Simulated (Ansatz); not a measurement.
**Phonon calculation, with input and output: SiH₂BrClO**

The run: phonon calculation of SiH₂BrClO. Method and program: RKS PBE0-D4/def2-SVP (Ansatz 0.2.0).

Figures and captions count atoms from 1; the log counts them from 0 in places.

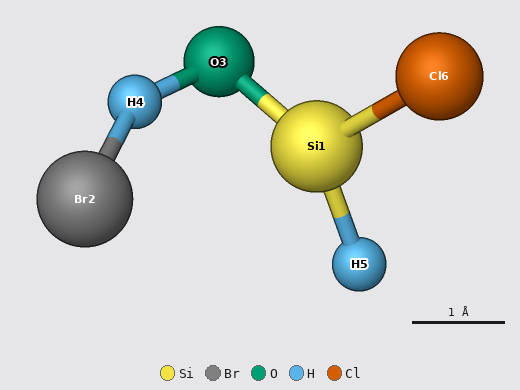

*The structure (ball-and-stick view, seen at a tilt; atoms are numbered from 1 in the order of the input).*

Bond lengths as drawn: Br–H 1.74 Å, Cl–Si 2.02 Å, H–O 1.23 Å, H–Si 1.47 Å and O–Si 1.59 Å.

**Input**
```yaml
crystal:
  periodic: [false, false, false]
  atoms:
    - {symbol: Si, position_ang: [-0.269093, -0.555233, 0.255536]}
    - {symbol: Br, position_ang: [0.061787, 1.933726, -1.165770]}
    - {symbol: O, position_ang: [1.286449, -0.386229, -0.013162]}
    - {symbol: H, position_ang: [1.134780, 0.679397, -0.600977]}
    - {symbol: H, position_ang: [-1.183202, -1.351838, -0.583313]}
    - {symbol: Cl, position_ang: [-1.030721, -0.319823, 2.107785]}
basis:
  gaussian: {orbitals: def2-SVP}
hamiltonian: {xc: pbe0, dispersion: d4}
phonons: {}
scf: {lower_state_search: off}
```

Hardware: 4 threads of Intel Xeon @ 2.50GHz, 180 GiB of memory available, shared host.

Run as:
```bash
ansatz run in.yaml --threads 4 --pin off --events-out ev --progress --plain --max-ram 9574MiB
```

**Log**
```
Functional definition: PBE0
  name "PBE0"
  cite "Adamo & Barone, J. Chem. Phys. 110, 6158 (1999) doi:10.1063/1.478522"
  cite "Perdew, Burke & Ernzerhof, Phys. Rev. Lett. 77, 3865 (1996) doi:10.1103/PhysRevLett.77.3865"
  parent pbe
  parameter a = 0.25
  parameter kappa = 0.804
  parameter beta = 0.06672455060314922
  exchange = (1 - a)*pbe_x(kappa = kappa, mu = beta*pi^2/3) + a*exact_x
  correlation = pbe_c(beta = beta)
these checks for a lower state are left out or cut short: stability, starts, cluster_reference, orbital_swaps, neighbouring_geometries, increment
922 factors; integrals over basis functions are off by at most 3.5e-4 eV
mean field evaluation 1: about -92488.8258 eV, gradient 5.0e1 eV
mean field evaluation 2: about -92461.3579 eV, gradient 1.2e2 eV
mean field evaluation 4: about -92493.3712 eV, gradient 7.0e0 eV
mean field evaluation 8: about -92493.4971 eV, gradient 4.8e-2 eV
mean field evaluation 16: about -92493.4971 eV, gradient 8.2e-6 eV
mean field -92493.49714464 eV, -3399.0733257213 hartree, gradient 8.2e-6 eV, S^2 0.000000; 0 other end points of the search recorded, 0 dependent functions left out
the calculation of the forces begins
reference -92493.49716639 eV, -3399.0733265207 hartree; 38, 38 occupied and 54, 54 virtual orbitals, 922 factors
these checks for a lower state are left out or cut short: stability, starts, cluster_reference, orbital_swaps, neighbouring_geometries, increment
922 factors; integrals over basis functions are off by at most 3.5e-4 eV
mean field -92493.49738481 eV, -3399.0733345476 hartree, gradient 5.7e-7 eV, S^2 0.000000; 0 other end points of the search recorded, 0 dependent functions left out
[... from here on the field's lines of each further geometry are left out, up to the last ...]
the calculation of the forces begins
reference -92493.49714328 eV, -3399.0733256716 hartree; 38, 38 occupied and 54, 54 virtual orbitals, 922 factors
these checks for a lower state are left out or cut short: stability, starts, cluster_reference, orbital_swaps, neighbouring_geometries, increment
922 factors; integrals over basis functions are off by at most 3.5e-4 eV
mean field -92493.49705191 eV, -3399.0733223137 hartree, gradient 2.7e-6 eV, S^2 0.000000; 0 other end points of the search recorded, 0 dependent functions left out
the calculation of the forces begins
reference -92493.49707366 eV, -3399.0733231130 hartree; 38, 38 occupied and 54, 54 virtual orbitals, 922 factors
WARN: phonons: modes at or below zero, which the zero-point energy, F, S and C_V leave out: 1, the lowest at -1047.90 cm⁻¹. A minimum has none, and a first-order saddle one
Total energy: -92493.64818592 eV, -3399.0788763859 hartree
Atom 0 at    -0.269093    -0.555233     0.255536 Å, force     0.159768     1.137002    -0.677970 eV/Å
Atom 1 at     0.061787     1.933726    -1.165770 Å, force    -0.635723    -0.569811     0.397022 eV/Å
Atom 2 at     1.286449    -0.386229    -0.013162 Å, force    -0.147594     0.940108    -0.519129 eV/Å
Atom 3 at     1.134780     0.679397    -0.600977 Å, force     0.607714    -1.517566     0.788902 eV/Å
Atom 4 at    -1.183202    -1.351838    -0.583313 Å, force     0.011647     0.005072     0.014163 eV/Å
Atom 5 at    -1.030721    -0.319823     2.107785 Å, force     0.004187     0.005195    -0.002989 eV/Å
Dipole moment:    -0.395810    -0.571512     0.240286 e Å
Vibrations: -1047.90 76.15 188.68 263.51 392.59 591.02 657.50 832.52 913.13 1117.46 1422.69 2335.02 cm⁻¹, zero-point energy 0.544926 eV
Checks for a lower state left out: stability, starts, cluster_reference, orbital_swaps, neighbouring_geometries, increment
```

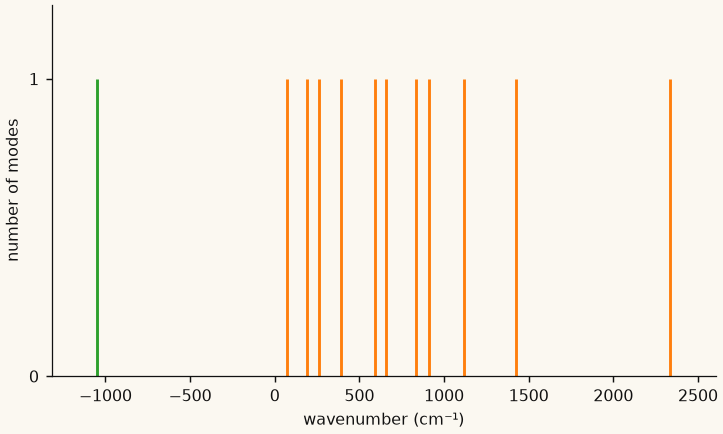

*Harmonic vibrational wavenumbers from the force constants; neighbouring modes closer than 15 cm⁻¹ are counted in one stick, and imaginary ones are drawn at negative wavenumbers.*

12 modes from 1048i to 2335 cm⁻¹, 1 imaginary beyond 8i (1048i cm⁻¹): a first-order saddle point, if the geometry is stationary.

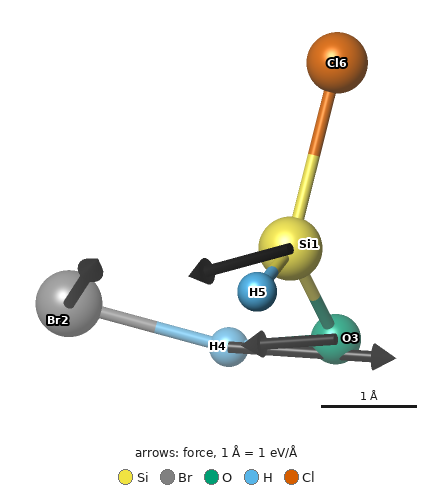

*Forces on the atoms as black arrows (ball-and-stick view, seen at a tilt; atoms are numbered from 1 in the order of the input); the smallest are left out.*

The largest act on H4 (1.82 eV/Å); Si1 (1.33 eV/Å); O3 (1.08 eV/Å); Br2 (0.94 eV/Å). The geometry is not a stationary point of this energy.

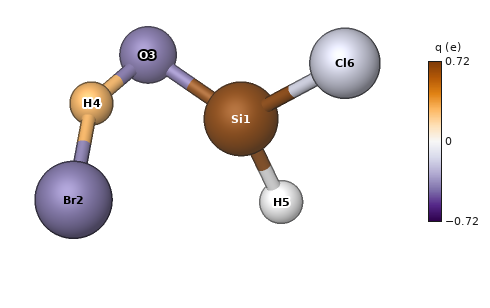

*Mulliken charges, as the colour of each atom (ball-and-stick view, seen at a tilt; atoms are numbered from 1 in the order of the input).*

By element: Si +0.69, Br −0.39, O −0.44, H −0.01 to +0.29 and Cl −0.15 e.

**Key numbers**

```tsv
quantity	value
outcome	converged
total energy	−92493.6482 eV
mean-field energy	−92493.4972 eV
dispersion energy	−0.1510 eV
largest force (length of the vector)	1.815 eV/Å
dipole moment	3.53 D
wall time	60 s (CPU time 3.2 min)
peak memory	0.2 GiB
```
